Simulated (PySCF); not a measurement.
**C₄H₅P₃S: a changed input and its effect**

System: C₄H₅P₃S.
Method of run A: GIAO PBE0/pcSseg-1 NMR shielding, non-relativistic, IEF-PCM water (PySCF 2.14.0).

The geometry comes from this level: PBE0-D3(BJ)/def2-SVP. Text and figures count atoms from 1; the logs count them from 0 in places.

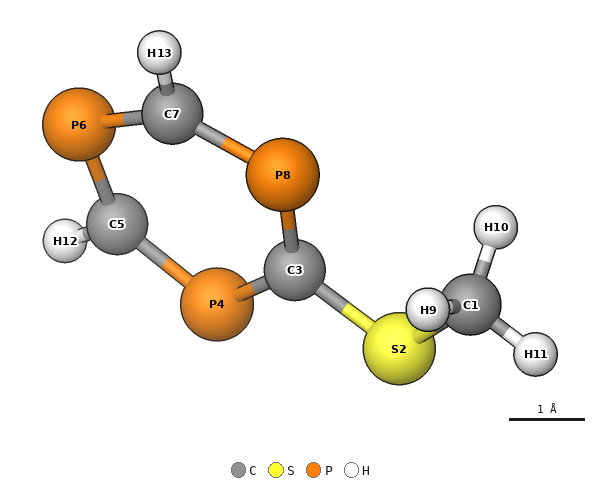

Fig. 1: The input geometry (ball-and-stick view, seen at a tilt; atoms are numbered from 1 in the order of the input).

**The input, run A**
```
{"job": {"kind": "nmr", "xc": "PBE0", "basis": "pcSseg-1", "solvent": "water", "pop": false}, "charge": 0, "multiplicity": 1}
C      2.831182     0.364784     0.005587
S      1.850116    -1.086354    -0.404016
C      0.187584    -0.575288    -0.183538
P     -0.906370    -1.909928    -0.559497
C     -2.502310    -1.324209    -0.316847
P     -3.215585     0.178766     0.180619
C     -1.860280     1.212984     0.446487
P     -0.141408     1.070362     0.331374
H      2.661938     0.688553     1.042988
H      2.621773     1.202139    -0.676551
H      3.876524     0.046855    -0.112962
H     -3.247080    -2.103887    -0.532209
H     -2.148239     2.223536     0.769061
```

The first line tells a small driver script what to run in PySCF; the rest is the geometry in Å.

Launched with:
```bash
OMP_NUM_THREADS=1 python <driver script> task.json out
```

Hardware: 1 CPU thread, shared host.

**Output (run A)**
```
coarse grid: 13944 points
cycle   1  E = -1576.7795215055  dE =  1.081e+00  |g| = 3.290e-01  |ddm| = 4.057e+00
cycle   2  E = -1576.7508717071  dE =  2.865e-02  |g| = 4.452e-01  |ddm| = 6.700e-01
cycle   3  E = -1576.8045833954  dE = -5.371e-02  |g| = 7.903e-02  |ddm| = 4.524e-01
cycle   4  E = -1576.8060420370  dE = -1.459e-03  |g| = 3.944e-02  |ddm| = 1.100e-01
cycle   5  E = -1576.8064645823  dE = -4.225e-04  |g| = 9.312e-03  |ddm| = 4.548e-02
cycle   6  E = -1576.8064852025  dE = -2.062e-05  |g| = 3.432e-03  |ddm| = 1.120e-02
cycle   7  E = -1576.8064882205  dE = -3.018e-06  |g| = 5.275e-04  |ddm| = 3.486e-03
final grid: 119216 points
cycle   8  E = -1576.8591674131  dE = -1.388e-05  |g| = 1.055e-02  |ddm| = 2.671e-02
cycle   9  E = -1576.8591294152  dE =  3.800e-05  |g| = 1.612e-02  |ddm| = 2.232e-02
cycle  10  E = -1576.8591961830  dE = -6.677e-05  |g| = 1.249e-03  |ddm| = 1.418e-02
cycle  11  E = -1576.8591965885  dE = -4.055e-07  |g| = 2.734e-04  |ddm| = 1.367e-03
cycle  12  E = -1576.8591966047  dE = -1.621e-08  |g| = 1.122e-04  |ddm| = 3.097e-04
cycle  13  E = -1576.8591966074  dE = -2.695e-09  |g| = 5.893e-05  |ddm| = 1.532e-04
cycle  14  E = -1576.8591966084  dE = -9.959e-10  |g| = 1.355e-05  |ddm| = 6.798e-05
converged SCF energy = -1576.8591966084

GIAO shielding tensors (ppm)
atom      isotropic    diamagn.    paramagn.     s11        s22        s33       span
  0 C      163.490     251.413     -87.924    148.734    168.554    173.182     24.448
  1 S      375.048    1056.840    -681.792    133.739    401.211    590.193    456.454
  2 C      -36.483     270.954    -307.438   -224.030    -57.281    171.861    395.891
  3 P       66.670     967.652    -900.981   -220.527    -76.610    497.148    717.675
  4 C       -1.391     264.848    -266.238   -214.491     19.947    190.372    404.862
  5 P       91.836     966.378    -874.542   -238.079    -72.991    586.578    824.658
  6 C       -2.034     266.108    -268.142   -217.045     18.256    192.687    409.732
  7 P       96.558     969.347    -872.789   -208.557    -44.852    543.083    751.640
  8 H       28.459      29.645      -1.186     23.842     26.064     35.471     11.629
  9 H       28.480      29.573      -1.093     23.927     25.911     35.602     11.675
 10 H       28.224      26.707       1.517     22.979     25.812     35.880     12.901
 11 H       20.629      28.122      -7.493     16.211     19.730     25.946      9.735
 12 H       20.506      29.931      -9.426     15.653     19.500     26.365     10.713
```

The input of run B differs as follows (lines with − go, lines with + come):
```diff
-"solvent": "water"
-"pop": false
+"solvent": "chloroform"
+"pop": true
```

How does run B compare with run A?

The total energy of run B is 1.2 kcal/mol higher: the change of the electrostatic solvation energy at this fixed geometry, without cavity or dispersion terms. The dipole moment goes from 2.32 to 2.13 D. Of all shieldings, the largest change is that of P4, by −1.6 ppm. The number of SCF iterations is the same.

**Output (run B)**
```
coarse grid: 13944 points
cycle   1  E = -1576.7775870553  dE =  1.083e+00  |g| = 3.302e-01  |ddm| = 4.058e+00
cycle   2  E = -1576.7464774186  dE =  3.111e-02  |g| = 4.537e-01  |ddm| = 6.723e-01
cycle   3  E = -1576.8022637394  dE = -5.579e-02  |g| = 8.629e-02  |ddm| = 4.765e-01
cycle   4  E = -1576.8040464998  dE = -1.783e-03  |g| = 4.339e-02  |ddm| = 1.287e-01
cycle   5  E = -1576.8045739112  dE = -5.274e-04  |g| = 1.003e-02  |ddm| = 5.213e-02
cycle   6  E = -1576.8045976817  dE = -2.377e-05  |g| = 3.705e-03  |ddm| = 1.219e-02
cycle   7  E = -1576.8046012474  dE = -3.566e-06  |g| = 5.774e-04  |ddm| = 4.048e-03
final grid: 119216 points
cycle   8  E = -1576.8572929620  dE = -1.357e-05  |g| = 1.063e-02  |ddm| = 2.676e-02
cycle   9  E = -1576.8572520848  dE =  4.088e-05  |g| = 1.648e-02  |ddm| = 2.284e-02
cycle  10  E = -1576.8573221097  dE = -7.002e-05  |g| = 1.315e-03  |ddm| = 1.482e-02
cycle  11  E = -1576.8573225654  dE = -4.557e-07  |g| = 2.684e-04  |ddm| = 1.484e-03
cycle  12  E = -1576.8573225813  dE = -1.584e-08  |g| = 1.035e-04  |ddm| = 2.941e-04
cycle  13  E = -1576.8573225834  dE = -2.160e-09  |g| = 5.807e-05  |ddm| = 1.489e-04
cycle  14  E = -1576.8573225843  dE = -9.331e-10  |g| = 1.479e-05  |ddm| = 6.881e-05
converged SCF energy = -1576.8573225843

GIAO shielding tensors (ppm)
atom      isotropic    diamagn.    paramagn.     s11        s22        s33       span
  0 C      163.458     251.403     -87.945    148.872    168.614    172.887     24.015
  1 S      375.062    1056.736    -681.674    134.265    401.440    589.481    455.216
  2 C      -36.103     270.847    -306.950   -223.742    -56.281    171.714    395.457
  3 P       65.088     967.547    -902.459   -228.549    -75.722    499.537    728.086
  4 C       -0.885     264.859    -265.744   -214.509     22.253    189.601    404.109
  5 P       91.025     966.312    -875.287   -243.753    -72.333    589.160    832.913
  6 C       -1.294     266.036    -267.330   -216.378     20.606    191.891    408.269
  7 P       98.105     969.359    -871.254   -207.350    -43.860    545.524    752.874
  8 H       28.502      29.742      -1.240     23.900     26.114     35.492     11.593
  9 H       28.526      29.672      -1.146     23.988     25.963     35.626     11.638
 10 H       28.335      26.859       1.476     23.134     25.955     35.916     12.782
 11 H       20.721      28.266      -7.545     16.238     19.882     26.042      9.804
 12 H       20.615      30.067      -9.452     15.734     19.640     26.472     10.738
```

**The two runs side by side**

```tsv
quantity	run A	run B
outcome	converged	converged
total energy (hartree)	−1576.859197	−1576.857323
HOMO (eV)	−6.37	−6.36
LUMO (eV)	−2.48	−2.47
dipole moment (D)	2.32	2.13
shielding of C3 (ppm)	−36.5	−36.1
shielding of P4 (ppm)	66.7	65.1
shielding of C5 (ppm)	−1.4	−0.9
shielding of P6 (ppm)	91.8	91.0
shielding of C7 (ppm)	−2.0	−1.3
shielding of P8 (ppm)	96.6	98.1
shielding of H11 (ppm)	28.2	28.3
SCF iterations	14	14
basis functions	189	189
wall time (shared host)	36 s	45 s
```
